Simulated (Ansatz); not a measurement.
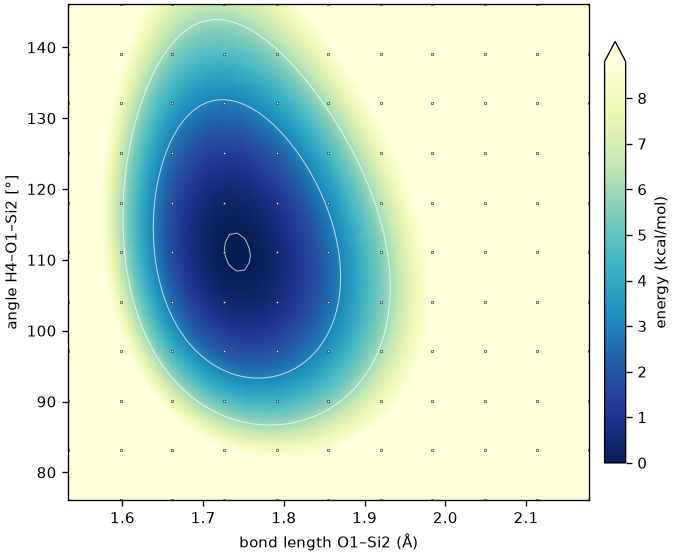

H2IOSi, SMILES O[SiH-]I, charge −1. 
- First axis: bond length O1–Si2. Second axis: angle H4–O1–Si2.
- Nothing is relaxed (all other coordinates rigid).
- The scan uses an 11 × 11 grid.
- Points are written as (first, second).
- Energies are in kcal/mol, from the lowest grid point.
- All numbers below come from RKS CAM-B3LYP-D4/def2-SVPD in Ansatz 0.2.0.

In the figure: a smooth colour map with a few white contour lines, dots at the grid points, one colour for all values above the top of the scale. Between grid points the surface is interpolated.

Where is the minimum, and how stiff is the well along each coordinate?

Answer. The interpolated minimum is at bond length O1–Si2 ≈ 1.742 Å, angle H4–O1–Si2 ≈ 111.1°. The curvatures there are about 21 eV/Å² and 2.5 eV/rad², with a cross term of about 1.3 eV/(Å·rad). Round the minimum the valley is somewhat tilted: raising bond length O1–Si2 shifts the best value of angle H4–O1–Si2 downwards (coupling k₁₂/√(k₁₁k₂₂) about 0.2). (1 eV is 23.1 kcal/mol.)
